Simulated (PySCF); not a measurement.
SMILES c1cc[nH+]cc1 (C5H6N (cation, charge +1)), singlet at its B3LYP/def2-SVP optimised geometry (Å):

```
12

C     -1.3285     0.0031     0.0000
C     -0.6488    -1.2219     0.0000
C      0.7379    -1.2219     0.0000
N      1.3997    -0.0437     0.0000
C      0.7787     1.1564     0.0000
C     -0.6072     1.2040     0.0000
H     -2.4213     0.0218     0.0000
H     -1.1863    -2.1717     0.0000
H      1.3436    -2.1301     0.0000
H      2.4213    -0.0613     0.0000
H      1.4152     2.0433     0.0000
H     -1.1118     2.1717     0.0000
```

Computed with PySCF 2.14.0 with B3LYP/def2-TZVP. Cells within 0.4 Å of a nucleus heavier than hydrogen are left out (blank, or x).

Map of the deformation density (molecule minus spherical neutral atoms) (e/bohr³) on the plane z = 0.0 Å:

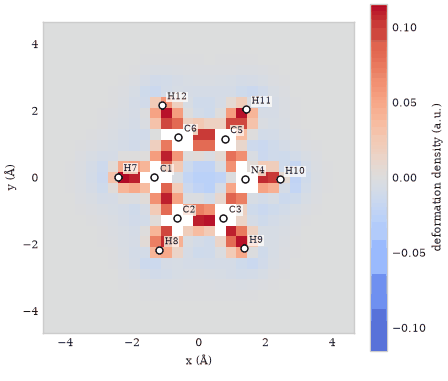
Figure. Deformation density (molecule minus spherical neutral atoms) (e/bohr³) on the plane z = 0.0 Å.
